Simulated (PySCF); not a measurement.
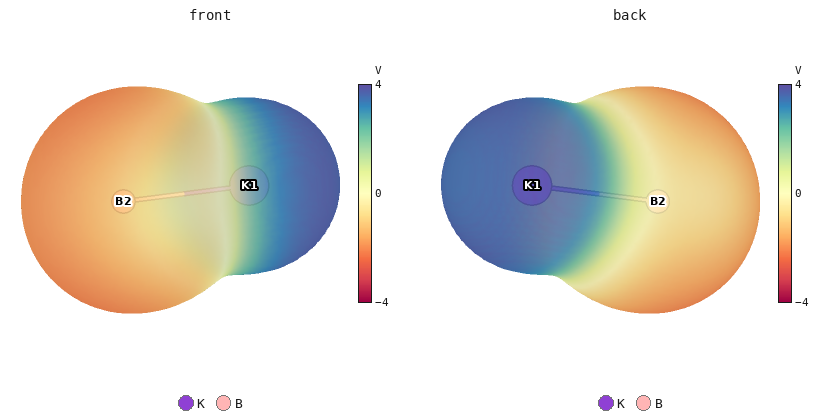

KB (triplet). The molecular electrostatic potential painted on the density surface at 0.002 e/bohr³, seen from the front and from behind; the colour scale runs from red (negative) to blue (positive).

All numbers below come from PySCF 2.14.0, PBE0/def2-TZVPP, non-relativistic Hamiltonian with scalar-relativistic core potentials where named, at a bond length of 2.869 Å.

Describe the electrostatic potential map.

Answer. The most negative region (about −2.1 V, or −48 kcal/mol for a unit charge) lies over B2, the most positive (about +3.8 V, or +88 kcal/mol for a unit charge) over K1.
